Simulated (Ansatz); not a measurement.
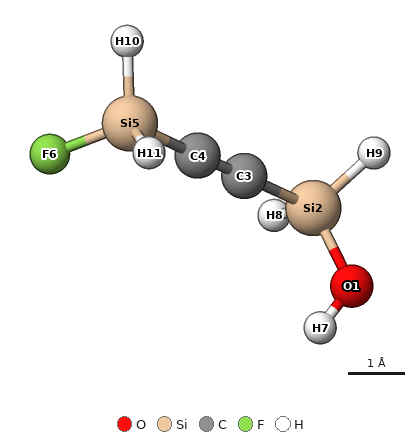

Figure 1. The input geometry (ball-and-stick view, seen at a tilt; atoms are numbered from 1 in the order of the input). Bond lengths as drawn: C–C 1.22 Å, C–Si 1.82 to 1.83 Å, F–Si 1.60 Å, H–O 0.96 Å, H–Si 1.48 Å and O–Si 1.64 Å.

**Single-point calculation, with input and output: C2H5FOSi2**

The run: single-point calculation of C2H5FOSi2. Method and program: RKS PBE0-D4/def2-TZVPP (Ansatz 0.2.0).

The geometry comes from this level: PBE0-D4/def2-TZVP.

### Input
```yaml
crystal:
  periodic: [false, false, false]
  atoms:
    - {symbol: O, position_ang: [-0.407200, -3.054829, 0.137251]}
    - {symbol: Si, position_ang: [0.659288, -2.024935, -0.562555]}
    - {symbol: C, position_ang: [0.284328, -0.281829, -0.130904]}
    - {symbol: C, position_ang: [0.020680, 0.873480, 0.137509]}
    - {symbol: Si, position_ang: [-0.341928, 2.599076, 0.583184]}
    - {symbol: F, position_ang: [-1.298743, 3.236439, -0.523483]}
    - {symbol: H, position_ang: [-1.340407, -2.932099, -0.042247]}
    - {symbol: H, position_ang: [0.633096, -2.108650, -2.043921]}
    - {symbol: H, position_ang: [1.990102, -2.381506, -0.030541]}
    - {symbol: H, position_ang: [0.914237, 3.378120, 0.614930]}
    - {symbol: H, position_ang: [-1.048152, 2.639732, 1.881580]}
basis:
  gaussian: {orbitals: def2-TZVPP}
hamiltonian: {xc: pbe0, dispersion: d4}
output: {orbitals: {seedname: orbitals}}
```

Run on 4 threads of Arm Neoverse V2, 23 GiB of memory available, shared host.

Command:
```bash
ansatz run in.yaml --threads 4 --pin off --events-out ev --progress --plain --max-ram 10444MiB
```

### Output
```
Functional definition: PBE0
  name "PBE0"
  cite "Adamo & Barone, J. Chem. Phys. 110, 6158 (1999) doi:10.1063/1.478522"
  cite "Perdew, Burke & Ernzerhof, Phys. Rev. Lett. 77, 3865 (1996) doi:10.1103/PhysRevLett.77.3865"
  parent pbe
  parameter a = 0.25
  parameter kappa = 0.804
  parameter beta = 0.06672455060314922
  exchange = (1 - a)*pbe_x(kappa = kappa, mu = beta*pi^2/3) + a*exact_x
  correlation = pbe_c(beta = beta)
1544 factors; their error is unknown
mean field evaluation 1: about -22656.6416 eV, gradient 7.0e1 eV
mean field evaluation 2: about -22647.8185 eV, gradient 9.8e1 eV
mean field evaluation 4: about -22665.4080 eV, gradient 5.1e0 eV
mean field evaluation 8: about -22665.4686 eV, gradient 1.2e-1 eV
mean field evaluation 16: about -22665.5245 eV, gradient 4.2e-5 eV
mean field -22665.52454921 eV, -832.9426639392 hartree, gradient 4.2e-5 eV, S^2 0.000000; 0 other end points of the search recorded, 0 dependent functions left out
reference -22665.52458614 eV, -832.9426652962 hartree; 31, 31 occupied and 247, 247 virtual orbitals, 1544 factors
Total energy: -22665.72442795 eV, -832.9500093472 hartree
```

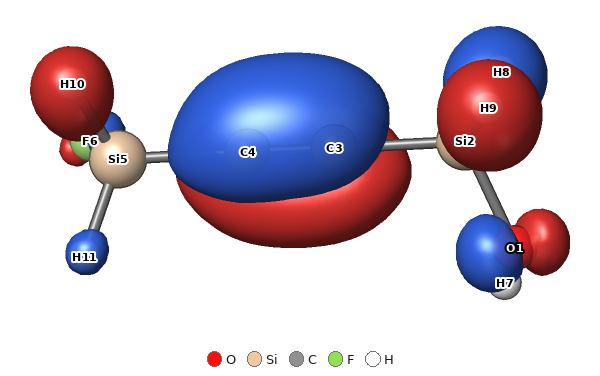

Figure 2. One frontier orbital at ±0.1 Å⁻³ᐟ² (blue and red are the two phases), seen at a tilt. The HOMO−1, at −8.57 eV.

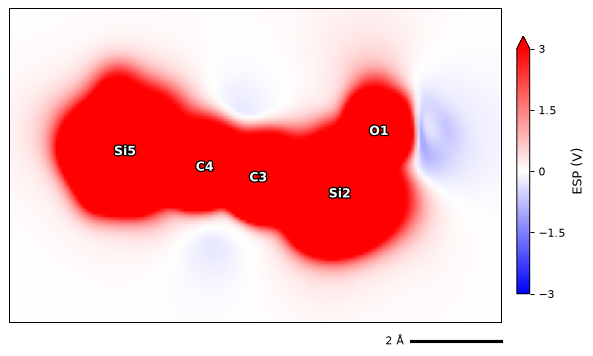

Figure 3. Molecular electrostatic potential on the plane of atoms O1, Si2 and C3.

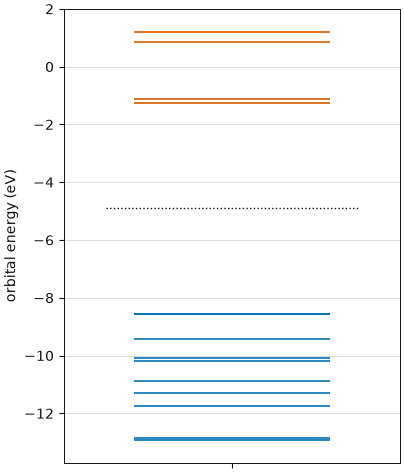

Figure 4. Orbital energies near the frontier; the dotted line parts filled from empty levels, and levels within 0.02 eV of each other stand side by side. Highest filled −8.55 eV, lowest empty −1.27 eV, 7.28 eV apart.

### Summary

```tsv
quantity	value
outcome	converged
total energy	−22665.7244 eV
mean-field energy	−22665.5246 eV
dispersion energy	−0.1998 eV
SCF solution under orbital rotations	stable
HOMO	−8.55 eV
LUMO	−1.27 eV
wall time	3.9 s (CPU time 15 s)
peak memory	0.77 GiB
```
